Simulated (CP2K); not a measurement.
**C2H2F2Si (SMILES F[Si]1(F)C=C1) at GFN2-xTB**

Aim: the energy change on altering one bond length of C2H2F2Si at GFN2-xTB, from 2 runs. 

Program for the calculation: CP2K 2026.2.

1 further run of the same task is left out (set aside as unsound or not needed).

## (1) Starting point

C2H2F2Si has 7 atoms, charge 0, and is taken as a singlet. As SMILES, `F[Si]1(F)C=C1`. The coordinates come from a GFN2-xTB relaxation.

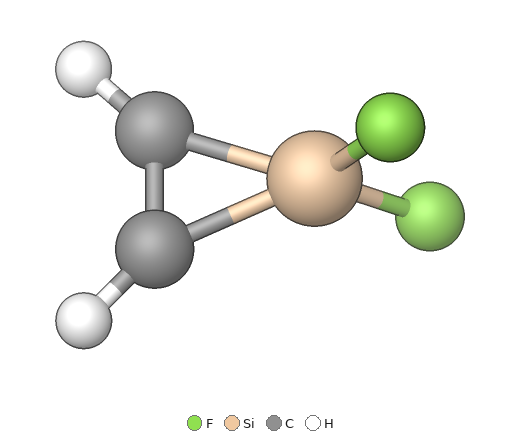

Viewed from a chosen angle; fluorine green, silicon light orange, carbon grey, hydrogen white.

## (2) Energy and gradient at GFN2-xTB

job.inp reads:

```
&FORCE_EVAL
   METHOD QUICKSTEP
   &DFT
      CHARGE 0
      MULTIPLICITY 1
      &QS
         METHOD XTB
         EPS_DEFAULT 1.0E-10
         &XTB
            GFN_TYPE TBLITE
            &TBLITE
               METHOD GFN2
            &END TBLITE
            CHECK_ATOMIC_CHARGES F
         &END XTB
      &END QS
      &POISSON
         PERIODIC NONE
         POISSON_SOLVER ANALYTIC
      &END POISSON
      &SCF
         SCF_GUESS ATOMIC
         EPS_SCF 1.0E-07
         MAX_SCF 150
         ADDED_MOS 8
         &DIAGONALIZATION
            ALGORITHM STANDARD
         &END DIAGONALIZATION
         &MIXING
            METHOD DIRECT_P_MIXING
            ALPHA 0.4
         &END MIXING
         &SMEAR ON
            METHOD FERMI_DIRAC
            ELECTRONIC_TEMPERATURE [K] 300
         &END SMEAR
      &END SCF
      &PRINT
         &MOMENTS
            PERIODIC F
            REFERENCE COM
            MAX_MOMENT 1
         &END MOMENTS
         &MO ON
            ENERGIES T
            OCCUPATION_NUMBERS T
            NDIGITS 6
            &EACH
               QS_SCF 0
            &END EACH
            ADD_LAST NUMERIC
         &END MO
         &HIRSHFELD OFF
         &END HIRSHFELD
      &END PRINT
   &END DFT
   &SUBSYS
      &CELL
         ABC [angstrom] 12.6 13.8 12.8
         PERIODIC NONE
      &END CELL
      &COORD
         F      0.673200    -1.364580     1.699480
         Si     0.095780    -0.841330     0.310510
         F     -0.271630    -2.227320    -0.384800
         C     -0.704300     0.785010    -0.003130
         C      0.535010     0.723920    -0.548220
         H     -1.481190     1.527830     0.042840
         H      1.153120     1.396460    -1.116680
      &END COORD
      &TOPOLOGY
         &CENTER_COORDINATES
         &END CENTER_COORDINATES
      &END TOPOLOGY
   &END SUBSYS
   &PRINT
      &FORCES ON
      &END FORCES
   &END PRINT
&END FORCE_EVAL
&GLOBAL
   PROJECT_NAME job
   RUN_TYPE ENERGY_FORCE
   PRINT_LEVEL MEDIUM
&END GLOBAL
```

On the command line:

```sh
$ OMP_NUM_THREADS=1 cp2k.psmp -i job.inp -o job.out
```

Standard output:

```text
CP2K| version string:                                       CP2K version 2026.2
[...]
 GLOBAL| Method name                                                        CP2K
[...]
 GLOBAL| Run type                                                   ENERGY_FORCE
[...]
                             - Atoms:                                          7
[...]
                             - Spherical basis functions:                     27
[...]
 Number of electrons:                                                         28
[...]
  *** SCF run converged in    21 steps ***
[...]
  Fermi energy:                                                -0.27980400763124
[...]
 TB_DIPOLE| Moment [Debye]         -0.16708031       1.55761639      -0.55840536
 TB_DIPOLE| Derivative [a.u.]       0.00000000       0.00000000       0.00000000
[...]
 ENERGY| Total FORCE_EVAL ( QS ) energy [hartree]            -16.484800093287554
 FORCES| Atomic forces [hartree/bohr]
 FORCES|   Atom     x               y               z               |f|
 FORCES|      1  1.39335980E-04 -1.08045026E-05  1.63007175E-04   2.14715141E-04
 FORCES|      2 -3.60591300E-04 -8.55189206E-05 -3.89732938E-04   5.37802319E-04
 FORCES|      3  2.32056837E-05  1.58519155E-04  1.72528760E-04   2.35442136E-04
 FORCES|      4  1.81681639E-05 -1.37614664E-04  9.21631123E-05   1.66619078E-04
 FORCES|      5  2.31567537E-04  4.26242006E-05 -9.76480680E-05   2.54902907E-04
 FORCES|      6 -1.13239877E-05 -2.68641550E-05 -2.13606102E-05   3.61412671E-05
 FORCES|      7 -4.03620768E-05  5.96588862E-05  8.10425690E-05   1.08425910E-04
 FORCES| Sum    -1.86516655E-16  1.65002018E-17 -1.17364885E-17
 FORCES| Total atomic force                                       1.87612538E-16
[...]
```

Run time: 0.2 s. Hardware: 1 thread of Arm Neoverse V2, shared host.

## (3) The distorted shape at the same level

job.inp reads:

```
&GLOBAL
    PROJECT_NAME job
    RUN_TYPE ENERGY_FORCE
    PRINT_LEVEL MEDIUM
&END GLOBAL
&FORCE_EVAL
    METHOD QUICKSTEP
    &DFT
        &QS
            METHOD XTB
            EPS_DEFAULT 1.0E-10
            &XTB
                GFN_TYPE TBLITE
                &TBLITE
                    METHOD GFN2
                &END TBLITE
                CHECK_ATOMIC_CHARGES F
            &END XTB
        &END QS
        &POISSON
            PERIODIC NONE
            POISSON_SOLVER ANALYTIC
        &END POISSON
        &SCF
            SCF_GUESS ATOMIC
            EPS_SCF 1.0E-07
            MAX_SCF 150
            ADDED_MOS 8
            &DIAGONALIZATION
                ALGORITHM STANDARD
            &END DIAGONALIZATION
            &MIXING
                METHOD DIRECT_P_MIXING
                ALPHA 0.4
            &END MIXING
            &SMEAR ON
                METHOD FERMI_DIRAC
                ELECTRONIC_TEMPERATURE [K] 300
            &END SMEAR
        &END SCF
        ! extra output
        &PRINT
            &MOMENTS
                PERIODIC F
                REFERENCE COM
                MAX_MOMENT 1
            &END MOMENTS
            &MO ON
                ENERGIES T
                OCCUPATION_NUMBERS T
                NDIGITS 6
                &EACH
                    QS_SCF 0
                &END EACH
                ADD_LAST NUMERIC
            &END MO
            &HIRSHFELD OFF
            &END HIRSHFELD
        &END PRINT
    &END DFT
    ! structure
    &SUBSYS
        &CELL
            ABC 12.6 13.8 13.1
            PERIODIC NONE
        &END CELL
        &COORD
            F      0.788668    -1.469215     1.977234
            Si     0.095780    -0.841330     0.310510
            F     -0.271630    -2.227320    -0.384800
            C     -0.704300     0.785010    -0.003130
            C      0.535010     0.723920    -0.548220
            H     -1.481190     1.527830     0.042840
            H      1.153120     1.396460    -1.116680
        &END COORD
        &TOPOLOGY
            &CENTER_COORDINATES
            &END CENTER_COORDINATES
        &END TOPOLOGY
    &END SUBSYS
    ! extra output
    &PRINT
        &FORCES ON
        &END FORCES
    &END PRINT
&END FORCE_EVAL
```

On the command line:

```sh
$ OMP_NUM_THREADS=1 cp2k.psmp -i job.inp -o job.out
```

Standard output:

```text
CP2K| version string:                                       CP2K version 2026.2
[...]
 GLOBAL| Method name                                                        CP2K
[...]
 GLOBAL| Run type                                                   ENERGY_FORCE
[...]
                             - Atoms:                                          7
[...]
                             - Spherical basis functions:                     27
[...]
 Number of electrons:                                                         28
[...]
  *** SCF run converged in    24 steps ***
[...]
  Fermi energy:                                                -0.29685574376692
[...]
 TB_DIPOLE| Moment [Debye]         -0.74854807       2.29448703      -1.97717147
 TB_DIPOLE| Derivative [a.u.]       0.00000000       0.00000000       0.00000000
[...]
 ENERGY| Total FORCE_EVAL ( QS ) energy [hartree]            -16.455282006528872
 FORCES| Atomic forces [hartree/bohr]
 FORCES|   Atom     x               y               z               |f|
 FORCES|      1 -2.50080495E-02  2.22774341E-02 -6.02032063E-02   6.88920362E-02
 FORCES|      2  2.15813620E-02 -2.17511797E-02  5.25735752E-02   6.08510462E-02
 FORCES|      3  1.94164307E-03  1.51032307E-03  4.42898482E-03   5.06625702E-03
 FORCES|      4 -1.85849992E-04 -6.79607945E-04  1.58804128E-03   1.73732043E-03
 FORCES|      5  1.42832541E-03 -5.77416329E-04  7.61429906E-04   1.71851639E-03
 FORCES|      6 -8.68549633E-05 -4.28648315E-04  4.81814880E-04   6.50714024E-04
 FORCES|      7  3.29423925E-04 -3.50904853E-04  3.69360148E-04   6.06697006E-04
 FORCES| Sum    -6.22874148E-17 -5.99563801E-17 -3.31223764E-17
 FORCES| Total atomic force                                       9.25828352E-17
[...]
```

Run time: 0.2 s. Hardware: 1 thread of Arm Neoverse V2, shared host.

## (4) Summary of results

At GFN2-xTB:

```
                                                          quantity         value
                                         first shape: total energy  -16.48480 Eh
            first shape: dipole moment (from atomic charges alone)        1.66 D
                                          first shape: HOMO energy     -10.27 eV
                                          first shape: LUMO energy      -6.72 eV
                                        first shape: HOMO–LUMO gap       3.55 eV
                             first shape: largest force on an atom    0.028 eV/Å
                                     distorted shape: total energy  -16.45528 Eh
        distorted shape: dipole moment (from atomic charges alone)        3.12 D
                                      distorted shape: HOMO energy     -10.69 eV
                                      distorted shape: LUMO energy      -7.18 eV
                                    distorted shape: HOMO–LUMO gap       3.51 eV
                         distorted shape: largest force on an atom    3.543 eV/Å
energy change with the F1–Si2 bond stretched from 1.593 to 1.911 Å      0.803 eV
```

With the F1–Si2 bond stretched from 1.593 to 1.911 Å the energy rises by 0.80 eV (77.5 kJ/mol). The dipole (first shape) comes from point charges on the atoms alone, without atomic dipoles, so it is partial. The dipole (distorted shape) comes from point charges on the atoms alone, without atomic dipoles, so it is partial.
